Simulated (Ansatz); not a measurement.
# SiH3F: molecular dynamics (part 4 of 4)

The same run, continued: SiH3F; UKS B3LYP/def2-SVP (Ansatz 0.2.0). It belongs to a series of runs on one base structure; here: dynamics from the highest image of the converged band.

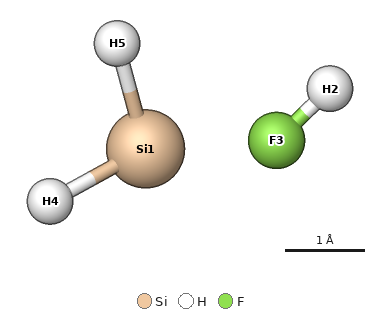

Fig. 1: The geometry at step 167 of the log (ball-and-stick view, seen at a tilt; atoms are numbered from 1 in the order of the input).

**Trajectory as extended XYZ, continued**
```
5
Properties=species:S:1:pos:R:3:forces:R:3 step=131 time_fs=65.5 energy=-10636.99322 temperature=684.4
Si   -0.6393    0.0312    0.5795    0.0913  -0.1142  -0.3453
H     1.2018   -0.8691   -2.1019    0.0822  -0.6806  -1.6251
F     1.0813   -0.5370   -1.2739   -0.1651   0.6424   1.7683
H     0.6832    0.4095    1.2381    0.0342   0.0963   0.0724
H    -0.6402    1.2787   -0.3125   -0.0426   0.0561   0.1297
5
Properties=species:S:1:pos:R:3:forces:R:3 step=133 time_fs=66.5 energy=-10637.01341 temperature=735.2
Si   -0.6422    0.0319    0.5836    0.0610  -0.0052  -0.4511
H     1.2027   -0.8705   -2.1468   -0.2154   0.1510   0.4597
F     1.0862   -0.5393   -1.2786    0.1322  -0.1841  -0.2926
H     0.6599    0.4306    1.2630    0.0914   0.0836   0.0934
H    -0.6296    1.2835   -0.3170   -0.0692  -0.0453   0.1906
5
Properties=species:S:1:pos:R:3:forces:R:3 step=136 time_fs=68.0 energy=-10636.94693 temperature=569.1
Si   -0.6466    0.0329    0.5893    0.0715   0.1349  -0.5479
H     1.1998   -0.8685   -2.2022   -0.4160   0.7920   2.2802
F     1.0938   -0.5430   -1.2860    0.3340  -0.8185  -2.0855
H     0.6268    0.4636    1.3020    0.1181   0.0514   0.1009
H    -0.6151    1.2895   -0.3202   -0.1076  -0.1598   0.2523
5
Properties=species:S:1:pos:R:3:forces:R:3 step=138 time_fs=69.0 energy=-10636.94445 temperature=562.7
Si   -0.6495    0.0336    0.5929    0.1133   0.2046  -0.5543
H     1.1931   -0.8586   -2.2143   -0.3854   0.7665   2.3020
F     1.0990   -0.5459   -1.2921    0.3066  -0.7898  -2.0974
H     0.6061    0.4863    1.3292    0.0949   0.0188   0.0848
H    -0.6066    1.2918   -0.3194   -0.1294  -0.2001   0.2650
5
Properties=species:S:1:pos:R:3:forces:R:3 step=141 time_fs=70.5 energy=-10637.00580 temperature=715.7
Si   -0.6537    0.0349    0.5979    0.2082   0.2624  -0.4747
H     1.1767   -0.8311   -2.1946   -0.1867   0.1509   0.5031
F     1.1072   -0.5510   -1.3032    0.1157  -0.1706  -0.2952
H     0.5766    0.5205    1.3713    0.0158  -0.0449   0.0314
H    -0.5963    1.2917   -0.3135   -0.1530  -0.1978   0.2355
5
Properties=species:S:1:pos:R:3:forces:R:3 step=144 time_fs=72.0 energy=-10636.95618 temperature=592.2
Si   -0.6578    0.0363    0.6026    0.3094   0.2533  -0.3166
H     1.1561   -0.8010   -2.1667   -0.0217  -0.7372  -2.5664
F     1.1155   -0.5563   -1.3144   -0.0417   0.7221   2.7733
H     0.5474    0.5538    1.4142   -0.0817  -0.1161  -0.0420
H    -0.5893    1.2874   -0.3026   -0.1643  -0.1221   0.1517
5
Properties=species:S:1:pos:R:3:forces:R:3 step=146 time_fs=73.0 energy=-10636.94351 temperature=560.9
Si   -0.6603    0.0374    0.6056    0.3661   0.2087  -0.1951
H     1.1419   -0.7883   -2.1738   -0.0717  -0.7670  -2.8738
F     1.1210   -0.5594   -1.3204    0.0094   0.7568   3.0855
H     0.5271    0.5747    1.4423   -0.1380  -0.1600  -0.0907
H    -0.5866    1.2830   -0.2934   -0.1659  -0.0384   0.0741
5
Properties=species:S:1:pos:R:3:forces:R:3 step=149 time_fs=74.5 energy=-10637.00094 temperature=702.6
Si   -0.6640    0.0391    0.6099    0.4173   0.0996  -0.0267
H     1.1191   -0.7811   -2.2288   -0.1398   0.0152   0.0270
F     1.1293   -0.5635   -1.3269    0.0730  -0.0161   0.2014
H     0.4940    0.6030    1.4828   -0.1893  -0.2095  -0.1483
H    -0.5855    1.2760   -0.2786   -0.1613   0.1108  -0.0535
5
Properties=species:S:1:pos:R:3:forces:R:3 step=151 time_fs=75.5 energy=-10636.96399 temperature=610.7
Si   -0.6662    0.0403    0.6128    0.4200   0.0175   0.0606
H     1.1023   -0.7773   -2.2698   -0.0773   0.4100   1.7721
F     1.1348   -0.5662   -1.3308    0.0073  -0.4045  -1.5326
H     0.4698    0.6195    1.5081   -0.1955  -0.2266  -0.1702
H    -0.5866    1.2725   -0.2692   -0.1544   0.2036  -0.1299
5
Properties=species:S:1:pos:R:3:forces:R:3 step=154 time_fs=77.0 energy=-10636.91963 temperature=499.1
Si   -0.6693    0.0421    0.6171    0.3731  -0.0814   0.1279
H     1.0760   -0.7642   -2.2981    0.0407   0.5254   2.5293
F     1.1432   -0.5706   -1.3382   -0.1119  -0.5114  -2.2818
H     0.4300    0.6401    1.5430   -0.1616  -0.2239  -0.1727
H    -0.5911    1.2710   -0.2575   -0.1403   0.2913  -0.2028
5
Properties=species:S:1:pos:R:3:forces:R:3 step=156 time_fs=78.0 energy=-10636.95893 temperature=597.8
Si   -0.6712    0.0433    0.6201    0.3122  -0.1142   0.1188
H     1.0588   -0.7492   -2.2876    0.0377   0.3532   1.8032
F     1.1487   -0.5738   -1.3445   -0.1066  -0.3343  -1.5569
H     0.4015    0.6512    1.5642   -0.1137  -0.2029  -0.1536
H    -0.5959    1.2733   -0.2521   -0.1295   0.2983  -0.2116
5
Properties=species:S:1:pos:R:3:forces:R:3 step=159 time_fs=79.5 energy=-10636.98592 temperature=664.5
Si   -0.6739    0.0450    0.6246    0.1918  -0.1058   0.0220
H     1.0330   -0.7215   -2.2456   -0.2734  -0.1431  -1.0280
F     1.1568   -0.5789   -1.3552    0.2105   0.1686   1.2659
H     0.3569    0.6643    1.5934   -0.0163  -0.1465  -0.0984
H    -0.6052    1.2821   -0.2476   -0.1126   0.2269  -0.1616
5
Properties=species:S:1:pos:R:3:forces:R:3 step=162 time_fs=81.0 energy=-10636.93208 temperature=532.2
Si   -0.6764    0.0466    0.6291    0.0657  -0.0477  -0.1523
H     1.0011   -0.6965   -2.2246   -0.6903  -0.3618  -2.9534
F     1.1653   -0.5839   -1.3645    0.6298   0.3943   3.1874
H     0.3119    0.6742    1.6204    0.0902  -0.0719  -0.0257
H    -0.6170    1.2956   -0.2465   -0.0954   0.0872  -0.0560
5
Properties=species:S:1:pos:R:3:forces:R:3 step=164 time_fs=82.0 energy=-10636.97550 temperature=638.8
Si   -0.6781    0.0477    0.6321   -0.0048   0.0014  -0.2853
H     0.9722   -0.6838   -2.2429   -0.4811  -0.1475  -1.5693
F     1.1713   -0.5870   -1.3688    0.4174   0.1856   1.8084
H     0.2829    0.6799    1.6380    0.1522  -0.0219   0.0197
H    -0.6260    1.3059   -0.2466   -0.0837  -0.0177   0.0265
5
Properties=species:S:1:pos:R:3:forces:R:3 step=167 time_fs=83.5 energy=-10636.97053 temperature=626.5
Si   -0.6806    0.0492    0.6363   -0.0764   0.0702  -0.4503
H     0.9222   -0.6668   -2.2915    0.2898   0.1474   1.4544
F     1.1805   -0.5914   -1.3740   -0.3616  -0.1001  -1.2036
H     0.2422    0.6881    1.6649    0.2120   0.0374   0.0608
H    -0.6410    1.3207   -0.2460   -0.0639  -0.1549   0.1386
5
Properties=species:S:1:pos:R:3:forces:R:3 step=169 time_fs=84.5 energy=-10636.91875 temperature=496.4
Si   -0.6822    0.0503    0.6389   -0.0985   0.1051  -0.5067
H     0.8911   -0.6540   -2.3107    0.6516   0.1831   2.4244
F     1.1866   -0.5945   -1.3779   -0.7274  -0.1299  -2.1697
H     0.2176    0.6940    1.6835    0.2223   0.0589   0.0603
H    -0.6518    1.3289   -0.2441   -0.0480  -0.2172   0.1917
5
Properties=species:S:1:pos:R:3:forces:R:3 step=172 time_fs=86.0 energy=-10636.93373 temperature=533.8
Si   -0.6848    0.0520    0.6426   -0.0947   0.1303  -0.4874
H     0.8563   -0.6319   -2.2968    0.6676   0.1020   2.0888
F     1.1949   -0.5991   -1.3859   -0.7455  -0.0408  -1.8395
H     0.1845    0.7038    1.7124    0.1938   0.0594   0.0126
H    -0.6688    1.3372   -0.2378   -0.0211  -0.2509   0.2255
5
Properties=species:S:1:pos:R:3:forces:R:3 step=174 time_fs=87.0 energy=-10636.97906 temperature=647.0
Si   -0.6866    0.0532    0.6448   -0.0732   0.1233  -0.4096
H     0.8410   -0.6157   -2.2622    0.1901   0.0356   0.7071
F     1.2000   -0.6022   -1.3924   -0.2672   0.0303  -0.4683
H     0.1648    0.7111    1.7319    0.1529   0.0413  -0.0445
H    -0.6804    1.3398   -0.2309   -0.0026  -0.2304   0.2152
5
Properties=species:S:1:pos:R:3:forces:R:3 step=177 time_fs=88.5 energy=-10636.94017 temperature=550.6
Si   -0.6893    0.0551    0.6479   -0.0246   0.0686  -0.2288
H     0.8185   -0.5909   -2.2040   -1.1256   0.0615  -2.1397
F     1.2075   -0.6069   -1.4023    1.0495   0.0108   2.3601
H     0.1379    0.7227    1.7601    0.0791  -0.0017  -0.1465
H    -0.6978    1.3397   -0.2168    0.0216  -0.1392   0.1549
5
Properties=species:S:1:pos:R:3:forces:R:3 step=179 time_fs=89.5 energy=-10636.92398 temperature=510.7
Si   -0.6911    0.0563    0.6498    0.0122   0.0021  -0.0944
H     0.7922   -0.5736   -2.1862   -1.4079   0.1287  -2.4629
F     1.2131   -0.6100   -1.4076    1.3284  -0.0515   2.6763
H     0.1210    0.7304    1.7772    0.0342  -0.0327  -0.2109
H    -0.7092    1.3379   -0.2055    0.0331  -0.0466   0.0920
5
Properties=species:S:1:pos:R:3:forces:R:3 step=182 time_fs=91.0 energy=-10636.97564 temperature=637.5
Si   -0.6938    0.0582    0.6527    0.0596  -0.1276   0.0839
H     0.7308   -0.5457   -2.1974   -0.0414   0.0031   0.0320
F     1.2225   -0.6147   -1.4134   -0.0493   0.0830   0.1815
H     0.0961    0.7414    1.7991   -0.0109  -0.0702  -0.2804
H    -0.7256    1.3347   -0.1871    0.0420   0.1118  -0.0169
5
Properties=species:S:1:pos:R:3:forces:R:3 step=185 time_fs=92.5 energy=-10636.90879 temperature=469.9
Si   -0.6965    0.0600    0.6556    0.0787  -0.2528   0.1978
H     0.6683   -0.5179   -2.2096    1.3153  -0.2471   1.9127
F     1.2319   -0.6193   -1.4188   -1.4165   0.3409  -1.6991
H     0.0711    0.7509    1.8150   -0.0210  -0.0861  -0.2988
H    -0.7412    1.3338   -0.1691    0.0435   0.2452  -0.1127
5
Properties=species:S:1:pos:R:3:forces:R:3 step=187 time_fs=93.5 energy=-10636.88372 temperature=406.5
Si   -0.6982    0.0611    0.6576    0.0699  -0.3082   0.2226
H     0.6404   -0.5019   -2.1973    1.5861  -0.3349   2.1051
F     1.2374   -0.6221   -1.4234   -1.6904   0.4319  -1.8970
H     0.0542    0.7562    1.8220   -0.0083  -0.0818  -0.2781
H    -0.7510    1.3359   -0.1583    0.0427   0.2930  -0.1527
5
Properties=species:S:1:pos:R:3:forces:R:3 step=190 time_fs=95.0 energy=-10636.94281 temperature=554.6
Si   -0.7008    0.0625    0.6608    0.0253  -0.3232   0.1735
H     0.6257   -0.4838   -2.1433    0.8412  -0.2169   0.9863
F     1.2440   -0.6260   -1.4320   -0.9436   0.3155  -0.7969
H     0.0288    0.7627    1.8278    0.0349  -0.0536  -0.2003
H    -0.7651    1.3444   -0.1448    0.0422   0.2783  -0.1625
5
Properties=species:S:1:pos:R:3:forces:R:3 step=192 time_fs=96.0 energy=-10636.95300 temperature=579.3
Si   -0.7024    0.0634    0.6630   -0.0192  -0.2865   0.0890
H     0.6269   -0.4745   -2.0940   -0.4931   0.0930  -0.5246
F     1.2478   -0.6284   -1.4383    0.3945   0.0046   0.6969
H     0.0122    0.7664    1.8291    0.0743  -0.0236  -0.1245
H    -0.7739    1.3534   -0.1378    0.0434   0.2125  -0.1368
5
Properties=species:S:1:pos:R:3:forces:R:3 step=195 time_fs=97.5 energy=-10636.88986 temperature=423.4
Si   -0.7050    0.0644    0.6663   -0.0889  -0.1819  -0.0865
H     0.6156   -0.4576   -2.0333   -2.1307   0.5451  -1.9923
F     1.2541   -0.6320   -1.4469    2.0343  -0.4486   2.1431
H    -0.0113    0.7716    1.8291    0.1375   0.0272   0.0027
H    -0.7864    1.3704   -0.1295    0.0477   0.0583  -0.0670
5
Properties=species:S:1:pos:R:3:forces:R:3 step=197 time_fs=98.5 energy=-10636.91994 temperature=496.3
Si   -0.7068    0.0650    0.6685   -0.1252  -0.0970  -0.2095
H     0.5853   -0.4406   -2.0144   -1.3525   0.3488  -1.1800
F     1.2594   -0.6347   -1.4514    1.2521  -0.2514   1.3246
H    -0.0253    0.7754    1.8289    0.1740   0.0561   0.0793
H    -0.7941    1.3826   -0.1249    0.0517  -0.0565  -0.0145
5
Properties=species:S:1:pos:R:3:forces:R:3 step=200 time_fs=100.0 energy=-10636.91680 temperature=487.5
Si   -0.7095    0.0659    0.6717   -0.1517   0.0310  -0.3492
H     0.5212   -0.4106   -2.0027    1.0327  -0.3596   0.6915
F     1.2684   -0.6388   -1.4571   -1.1439   0.4600  -0.5479
H    -0.0433    0.7820    1.8303    0.2052   0.0765   0.1546
H    -0.8048    1.3996   -0.1181    0.0577  -0.2079   0.0509
```

The run was set up as follows.

**The input**
```yaml
crystal:
  periodic: [false, false, false]
  atoms:
    - { symbol: Si, position_ang: [-0.444872, -0.031903, 0.360961] }
    - { symbol: H, position_ang: [0.023518, -1.148407, -0.796148] }
    - { symbol: F, position_ang: [0.883141, -0.42448, -1.049768] }
    - { symbol: H, position_ang: [0.452603, 0.268087, 1.527492] }
    - { symbol: H, position_ang: [-0.91439, 1.336703, -0.042336] }
magnetization:
  spin_polarized: true
basis:
  gaussian: { orbitals: def2-SVP }
hamiltonian:
  xc: b3lyp
md:
  timestep: 0.5
  n_steps: 200
  ensemble: nve
  temperature: 300.0
  initial_velocities: maxwell_boltzmann
  seed: 3544
```

Launched with:
```bash
ansatz run input.yaml --threads 1 --pin off --max-ram 2048MiB --backend cpu --events-out ev --progress --plain --runs-dir out
```

**Results in brief**

```json
{"quantity": "outcome", "value": "finished"}
{"quantity": "mean temperature over the second half", "value": "589 K"}
{"quantity": "trajectory", "value": "200 steps, 100 fs"}
{"quantity": "ensemble", "value": "nve"}
{"quantity": "temperature in the input", "value": "300.0 K"}
{"quantity": "time step", "value": "0.5 fs"}
{"quantity": "potential energy (last step)", "value": "−10636.9170 eV"}
{"quantity": "mean-field energy (last step)", "value": "−10636.9170 eV"}
{"quantity": "largest force (length of the vector) (last step)", "value": "1.349 eV/Å"}
{"quantity": "hardware", "value": "1 thread of Arm Neoverse V1, 24 GiB of memory available, shared host"}
{"quantity": "wall time", "value": "4.4 min"}
{"quantity": "peak memory", "value": "0.1 GiB"}
```

So short a trajectory is not equilibrated.
